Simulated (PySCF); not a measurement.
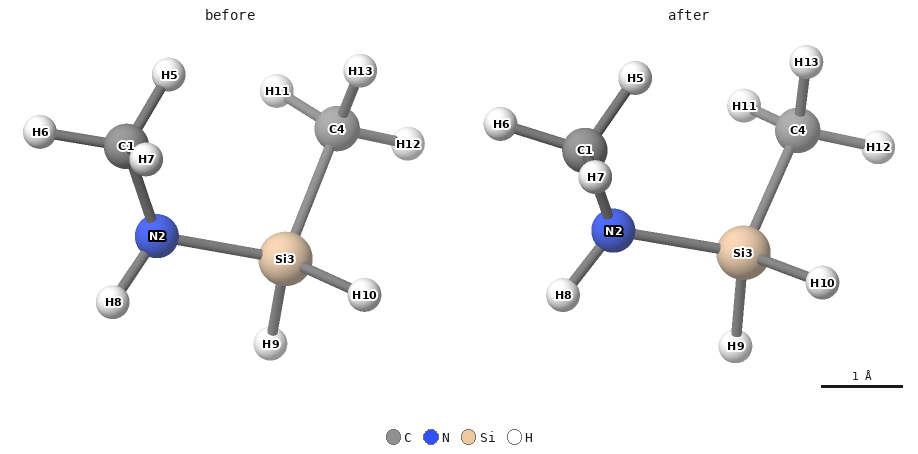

The structure of C₂H₉NSi before (left) and after (right) a relaxation, at one scale.

Style: ball-and-stick. Shown from a free direction.

The start comes from GFN2-xTB.

Computed with PySCF, PBE0-D3(BJ)/def2-SVP geometry optimisation, gas phase. 

Q: Describe what moved and what it gained.

A: The atom that moves furthest after the best rigid fit is H11 (0.37 Å). By element the largest moves are H 0.37 Å, C 0.14 Å, Si 0.08 Å, N 0.08 Å. Among the contacts that change: Si3–H9 1.465 → 1.496 Å, Si3–H10 1.477 → 1.507 Å, Si3–C4 1.896 → 1.876 Å, C1–H5 1.087 → 1.102 Å. Among the angles between lasting bonds that change: N2–Si3–C4 108.0° → 111.1°, C1–N2–H8 111.0° → 113.7°, H5–C1–H6 108.5° → 106.3°. The energy falls by 7.73 kJ/mol in 8 geometry steps. The largest force component goes from 0.82 to 0.016 eV/Å. The run took of the order of 29 core-seconds on a shared host.
